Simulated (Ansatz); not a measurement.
Consider GaN in the wurtzite structure (space group P6_3mc, No. 186; a = 3.2184 Å, c = 5.2432 Å). Axes: x lies along a and z along c of the hexagonal cell.

The change: the cell is stretched by 1.80 % along z with no lateral relaxation, atoms relaxed at fixed cell.

Computed with Ansatz (a first-principles code), PBE, PAW, cutoff 420 eV, without spin-orbit coupling.

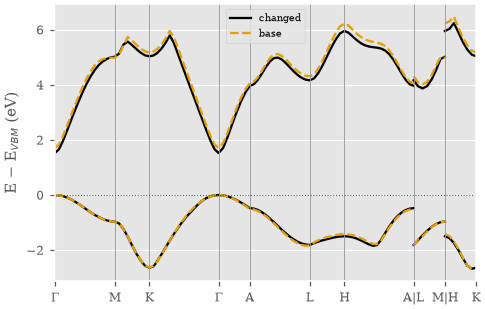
Figure: Highest valence and lowest conduction band along the path, each from its own valence-band maximum

The gap is 1.53 eV, direct at Γ; the base has 1.71 eV.

The cells carry an imposed strain or load. No phonon test of stability was made.
